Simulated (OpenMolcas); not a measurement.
# How basis sets differ on AlNH3OF (SMILES [NH2][Al]([OH])[F])

AlNH3OF: 7 atoms, total charge 0, spin state singlet. SMILES: `[NH2][Al]([OH])[F]`. The shape is that of a PBE0-D4/def2-TZVP optimisation. This is one conformer, not always the lowest.

| atom | x (Å) | y (Å) | z (Å) |
| --- | --- | --- | --- |
| N | -0.5698 | 0.9268 | -0.5308 |
| Al | -0.1333 | -0.6300 | 0.1518 |
| O | 1.3684 | -1.0042 | 0.8190 |
| F | -1.2656 | -1.8221 | 0.1465 |
| H | -1.4732 | 1.1302 | -0.9251 |
| H | 0.0296 | 1.7323 | -0.5867 |
| H | 2.1052 | -0.4010 | 0.8795 |

Each level gives the HOMO–LUMO gap (eV). The values are calculated.

```csv
level,kind,program,value (eV)
HF/ANO-XS-MB (DKH2),Hartree–Fock,OpenMolcas,15.46
HF/STO-3G,Hartree–Fock,OpenMolcas,18.83
HF/3-21G,Hartree–Fock,OpenMolcas,14.33
HF/cc-pVDZ,Hartree–Fock,OpenMolcas,14.18
```

The values span 14.18 to 18.83 eV. A Hartree–Fock LUMO above zero doesn't converge with the basis: it sinks as sets grow more diffuse. Orbital gaps aren't excitation energies.

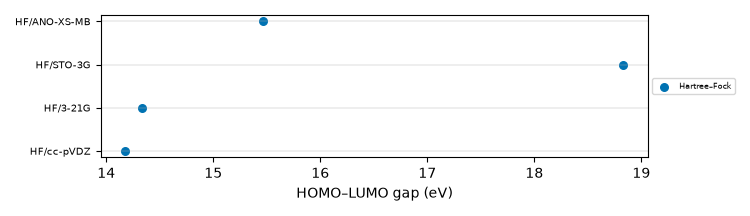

The values of the table, level by level.
